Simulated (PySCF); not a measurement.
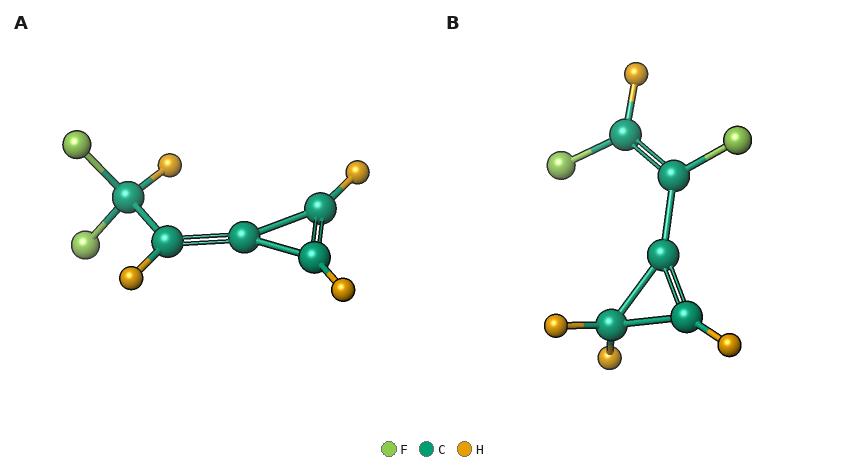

2 stationary structures of one formula. Geometries: PBE0-D3(BJ)/def2-SVP. Electronic energies: PBE0-D3(BJ)/def2-SVP (PySCF 2.14.0), without zero-point energy. No frequency run is at hand to confirm each as a minimum. Each is one conformer, not always the lowest.

Rank them by energy, lowest first.

A is lowest; B lies 6.6 kcal/mol above it. A is `FC(F)C=C1C=C1`, B is `F/C=C(/F)C1=CC1`.
